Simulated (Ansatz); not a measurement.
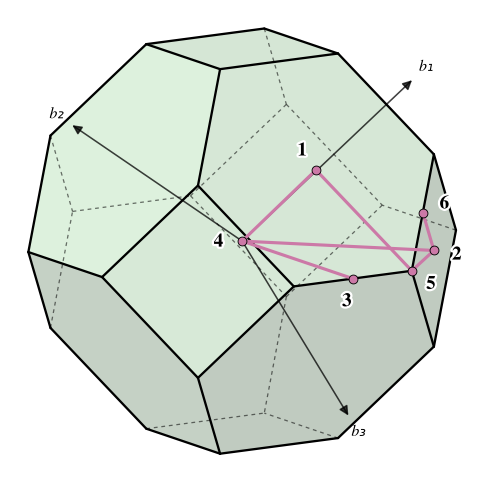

For Ge, the input geometry of an electronic-structure calculation (not necessarily at equilibrium): the first Brillouin zone of a face-centred cubic lattice (cF; extended symbol cF2) is drawn with its special points numbered. The drawing is computed from the coordinates (standard cell, symmetry found to 0.002 Å).

a = 5.660 Å, b = 5.660 Å, c = 5.660 Å, α = 90.00°, β = 90.00°, γ = 90.00°.

Labels and path follow the convention of Hinuma et al. (2017), as computed by seekpath; the arrows show the directions of the reciprocal primitive vectors b₁, b₂, b₃, in which coordinates are given.

### Give the label and coordinates of each numbered point.

```
no.  label      coordinates
  1      L  (1/2, 1/2, 1/2)
  2      X    (1/2, 0, 1/2)
  3      K  (3/8, 3/8, 3/4)
  4      Γ        (0, 0, 0)
  5      W  (1/2, 1/4, 3/4)
  6      U  (5/8, 1/4, 5/8)
```
